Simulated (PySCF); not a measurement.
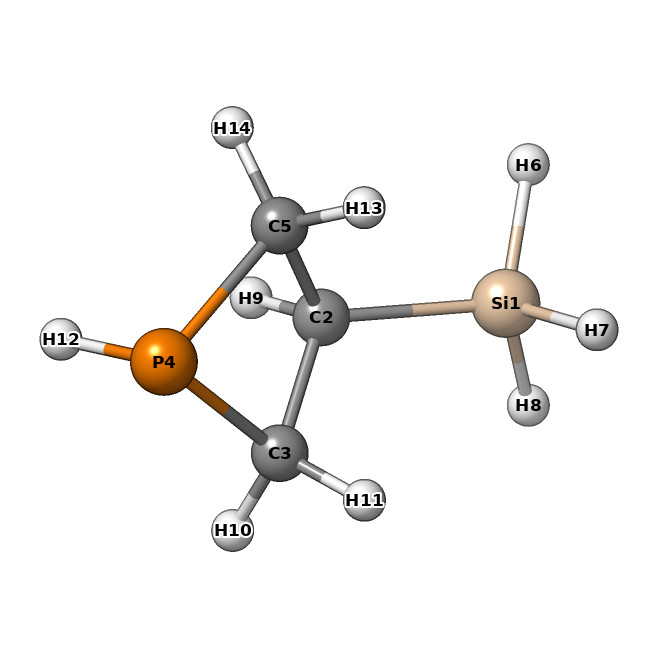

The computed structure is the end point of a GFN2-xTB optimisation. No frequency run is at hand to confirm it as a minimum. Level of theory: delta-SCF UKS SCAN, pcX-2 on the ionised atom, pcseg-1 elsewhere, spin-free X2C (PySCF 2.14.0).

Give the core-electron binding energies (to vacuum; p and d levels without spin–orbit splitting) of Si1 1s, Si1 2p, C2 1s, C3 1s, P4 1s, P4 2p.

```tsv
atom	level	binding energy (eV)
Si1	1s	1846.1
Si1	2p	106.6
C2	1s	290.3
C3	1s	290.3
P4	1s	2149.6
P4	2p	136.4
```

The geometry is semi-empirical. Around P, Si such bond lengths and angles can be off by a tenth of an ångström or more and by several degrees, and values that hang on the shape move with them.
